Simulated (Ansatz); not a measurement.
## Energy against volume for Sn (beta-Sn type, space group I4_1/amd)

Sn (beta-Sn type, space group I4_1/amd)

```yaml
crystal:
  lattice:
    - [-2.97350, 2.97350, 1.60615]
    - [2.97350, -2.97350, 1.60615]
    - [2.97350, 2.97350, -1.60615]
  atoms:
    - { symbol: Sn, position: [0.75000, 0.25000, 0.50000] }
    - { symbol: Sn, position: [0.00000, 0.00000, 0.00000] }
```

The volume is varied about the relaxed value V₀ at fixed cell shape. Symmetry pins the atoms to their sites.

Calculation: PBE (plane waves to 420 eV, PAW, scalar-relativistic; Ansatz, a first-principles code). k mesh 16×16×16 (Γ-centred), Fermi-Dirac smearing 0.05 eV. Energies are smeared free energies. Stress and pressure are positive under compression. With the shape held, the modulus is that of even scaling; a crystal free to change shape is softer. Sn was relaxed with its symmetry unable to fall. The zero of ΔE is the relaxed starting cell.

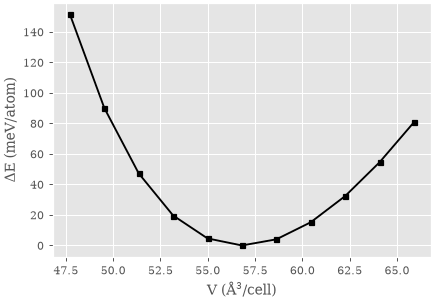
Figure: ΔE (meV/atom) against V (Å³/cell); markers are the computed points, lines only join them.

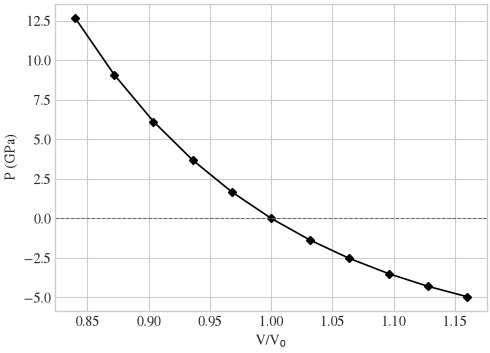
Figure. P (GPa) against V/V₀; one marker a computed point.

The energy cost of the largest compression is 151 meV/atom and the pressure for 5 % compression (fit) is 2.8 GPa. The pressure at the smallest volume is 12.7 GPa and the bulk modulus at fixed cell shape B₀ (third-order Birch-Murnaghan fit) comes out as 47.5 GPa. The pressure derivative B₀′ (fit) is 4.8.

P = (3B₀/2)(x⁷ − x⁵)[1 + ¾(B₀′ − 4)(x² − 1)] with x = (1/0.95)^(1/3), B₀ = 47.5 GPa and B₀′ = 4.83.

(A scan under strain: stresses follow from slopes of the energy per volume, elastic moduli from its curvatures.)
